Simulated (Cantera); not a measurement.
A closed system holds: 1 mol SiHCl3, a varied amount of H2, held at 1200 K and 130000 Pa.

Equilibrium computed with Cantera from the NASA thermochemical tables; the gas is ideal and each condensed phase is pure. Candidate condensed phases: Si; 19 gas species. The tables' values for SiCl3 are old estimates; treat these amounts as uncertain. Rates play no part.

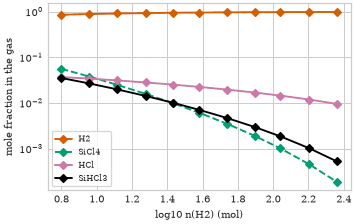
Fig. 1. Equilibrium gas composition (values under 1e-9 drawn at 1e-9)

### Question
Read off the mole fractions at 110 mol H2.

### Answer
H2 about 0.98, HCl about 0.015, SiHCl3 about 0.0019, SiCl4 about 0.0010.
